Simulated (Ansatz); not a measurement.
```xyz
17

Si   -0.0860    0.2298    0.1101
Si   -0.2702    0.4777    2.4625
H    -1.6597    0.1452    2.9351
H     0.6711   -0.3989    3.2373
H    -0.0007    1.8955    2.8717
N     1.6061    0.3392   -0.2910
H     2.2505   -0.3075    0.1714
H     1.8485    0.4291   -1.2814
N    -0.8172    1.4556   -0.9122
H    -1.8378    1.4951   -0.9588
H    -0.4367    2.4048   -0.8653
N    -0.8521   -1.3354   -0.2353
H    -1.6707   -1.5991    0.3219
H    -1.0350   -1.5531   -1.2220
S     1.7439   -3.6369    0.3308
H     0.6509   -2.8081    0.1528
H     1.4223   -3.9004    1.6291
```

Theory: Ansatz 0.2.0, RKS BLYP/6-31G*.

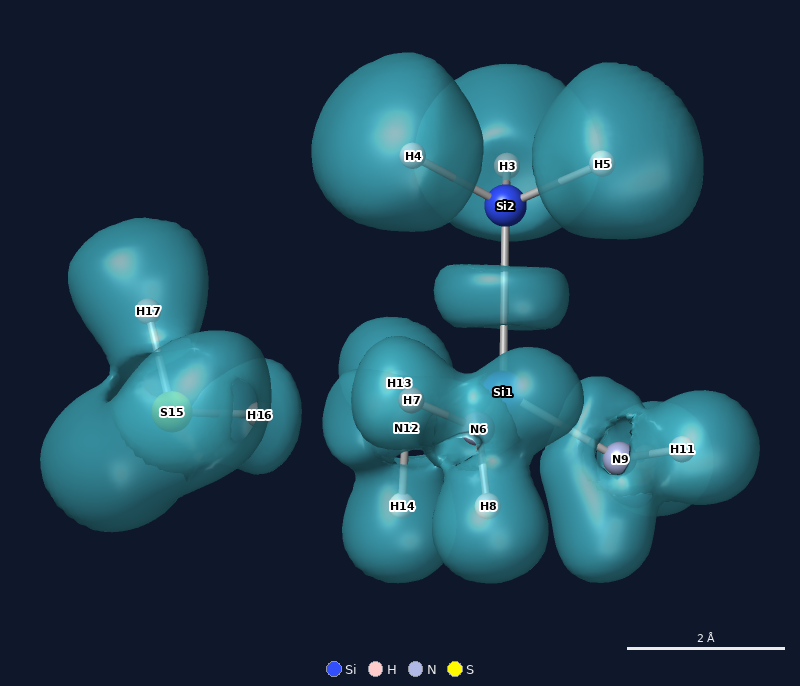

H9N3Si2···H2S. Isosurface of the ELF at 0.75 (cyan), seen across its widest extent. Core shells and regions of very low density are left out.

What do the ELF domains correspond to?

The surface consists of one region between bonded Si–Si atoms (shared pairs), three regions around hydrogen nuclei, three joined regions spread over several atoms (H, N), in which their bonds and any lone pairs are merged and one joined region spread over several atoms (H, S), in which their bonds and any lone pairs are merged.

Values along the shortest contacts:
N12···H16 (2.14 Å): the ELF dips to about 0.15 between them. Si–N (1.74 Å): the ELF peaks at about 0.90 between the atoms (a polar covalent bond).
